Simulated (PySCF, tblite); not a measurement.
# C5H11BClN: geometry, infrared bands and NMR shifts

What infrared bands and NMR shifts should C5H11BClN (`CCCC#[N+][BH2-]CCl`) show?

Computed with tblite 0.8.0 and PySCF 2.14.0, with density-fitted response routines of our own, on a single molecule in the gas phase. Atoms are numbered from 0 throughout.

## Step 1: Starting geometry

19 atoms, charge 0, multiplicity 1; geometry from: force field or distance geometry start.

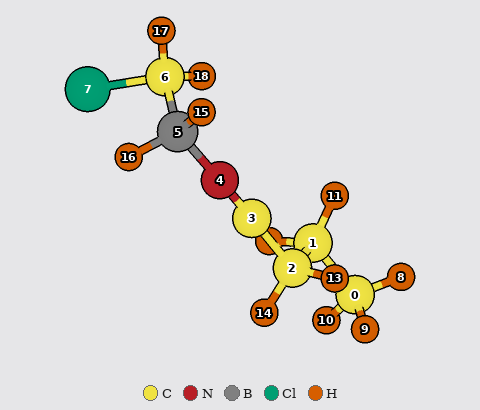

The starting geometry (carbon yellow, nitrogen red, boron grey, chlorine teal, hydrogen orange), atoms numbered; sticks join atoms by distance.

## Step 2: Optimising the geometry with GFN2-xTB

Job settings and geometry (Å):

```
{"job": {"kind": "relax", "xc": "GFN2-xTB", "basis": "xTB"}, "charge": 0, "multiplicity": 1}
C      3.284100     0.455800    -0.916500
C      1.770700     0.513400    -0.700600
C      1.434800    -0.607000     0.252900
C     -0.023300    -0.553900     0.463000
N     -1.174200    -0.544000     0.669100
B     -2.649200    -0.537400     0.885100
C     -3.300500     0.527800    -0.072400
Cl    -4.014000    -0.362600    -1.429600
H      3.789600     1.417300    -0.767500
H      3.681400    -0.242900    -0.170000
H      3.478100    -0.002100    -1.927100
H      1.397300     1.492500    -0.395100
H      1.310600     0.236300    -1.676000
H      1.998500    -0.475200     1.189500
H      1.698600    -1.605200    -0.157300
H     -2.896200    -0.323000     2.061500
H     -3.060600    -1.623100     0.622500
H     -4.175600     0.983200     0.468900
H     -2.560000     1.259400    -0.392700
```

The run is started by

```
$ OMP_NUM_THREADS=1 python probes_run.py task.json out
```

The driver reads the jobs from task.json and runs them one after another.

**Question.** This job is followed by: GFN2-xTB harmonic vibrations, gas phase; GIAO PBE0/pcSseg-1 NMR shielding, non-relativistic, gas phase. Predict these results of the whole session: strongest single infrared mode (GFN2-xTB); zero-point energy (GFN2-xTB); ¹³C shifts against TMS (PBE0/pcSseg-1); ¹H shifts against TMS (PBE0/pcSseg-1, means over atoms taken as alike); ¹⁵N shifts against NH3 (PBE0/pcSseg-1); ¹¹B shifts against BF3·OEt2 (PBE0/pcSseg-1); ³⁵Cl shifts against HCl (PBE0/pcSseg-1); surface potential, least and greatest.

**Answer**, as computed:

| quantity | value |
| --- | --- |
| strongest single infrared mode (GFN2-xTB) | 2477 cm⁻¹, 178 km/mol |
| zero-point energy (GFN2-xTB) | 95.6 kcal/mol |
| ¹³C shifts against TMS (PBE0/pcSseg-1) | 123.3, 46.4, 25.9, 20.2, 16.9 ppm |
| ¹H shifts against TMS (PBE0/pcSseg-1, means over atoms taken as alike) | 3.19, 2.45, 2.13, 1.99, 1.17 ppm |
| ¹⁵N shifts against NH3 (PBE0/pcSseg-1) | 230.9 ppm |
| ¹¹B shifts against BF3·OEt2 (PBE0/pcSseg-1) | -32.2 ppm |
| ³⁵Cl shifts against HCl (PBE0/pcSseg-1) | 5 ppm |
| surface potential, least and greatest | -1.27 V and 1.71 V |

What this shows: Relaxing lowered the energy by 0.813 eV in 137 steps; the close pair that moved most is B5–C6, from 1.573 to 1.646 Å. No mode is imaginary among the 51: a minimum at this level. The strongest single mode, at 2477 cm⁻¹, moves mainly H15. GFN2-xTB is a fitted tight-binding method: band positions and strengths are rough. Its intensities can rank the bands wrongly. H17, H18 (mean) (hydrogen on an sp3 CH2 bonded to B and Cl) lies farthest downfield among hydrogen, at 3.19 ppm; its carbon carries Cl, hence the downfield position. At PBE0/pcSseg-1: The largest span, 409 ppm, is at N4, where the paramagnetic term is -296 ppm. By nearest atom (PBE0/pcSseg-1), the HOMO sits on Cl7 51 %; C6 17 % and the LUMO on C3 38 %; N4 29 %.
